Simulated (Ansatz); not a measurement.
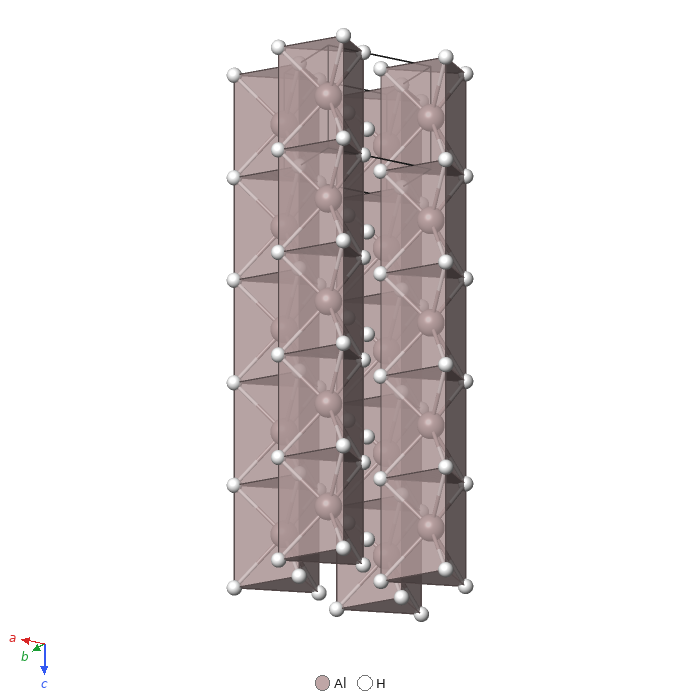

Polyhedra are drawn about Al (bonds: Al–H below 2 Å); other atoms are plain spheres.

AlH5 (space group P-62m, No. 189). Coordinates: the end point of a relaxation with DFT PBE, scalar-relativistic, plane waves, PAW in Ansatz 0.2.0; the starting structure was generated, so it need not be a known form of this composition.

### What figure surrounds each Al atom, and what does it share with the other drawn polyhedra?

Al: AlH6 trigonal prism, sharing faces with two neighbours.

### How do these polyhedra hang together as a whole?

They form chains of face-sharing trigonal prisms along [001].

### How far apart are the centres of linked polyhedra?

Centre to centre across a shared face: 2.61 Å.
